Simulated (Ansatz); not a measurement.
Partial pair distribution functions of a relaxed model of amorphous Si24O49K2, broadened by 0.06 Å; density 2.17 g/cm³. Computed with PBE, scalar-relativistic without spin-orbit coupling (plane waves to 420 eV, PAW; Ansatz, a program for electronic structure).

The cell was made by melting and quenching with the CHGNet potential and then relaxed with DFT. O atoms were pushed apart under 1.9 Å during the dynamics, to hinder bonds among them. The hot cell started wider than the set density and was brought back towards it in steps. It is the lowest in DFT energy of 2 quenches. It is a model cell: composition and starting density were chosen by hand, and all elements were melted together. No dispersion term was used. Its density started from a set value of 2.21 and ended at 2.17 g/cm³. Cooling (nominally 480 K/ps over its main leg) ran many orders faster than in experiment, which tends to leave more defects and strain. A cell of this size samples the disorder only roughly. The volume was free in the relaxation, at fixed shape. Stress components on the final sampling reach 2.8 GPa.

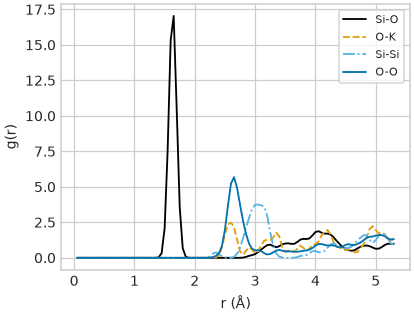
Figure. Partial pair distribution functions

Highest peaks under 4.5 Å: Si-O near 1.65 Å, O-K near 2.60 Å, Si-Si near 3.05 Å, O-O near 2.65 Å; pairs of few atoms are noisy.

Within 1.90 Å each Si has 4.00 O neighbours on average.
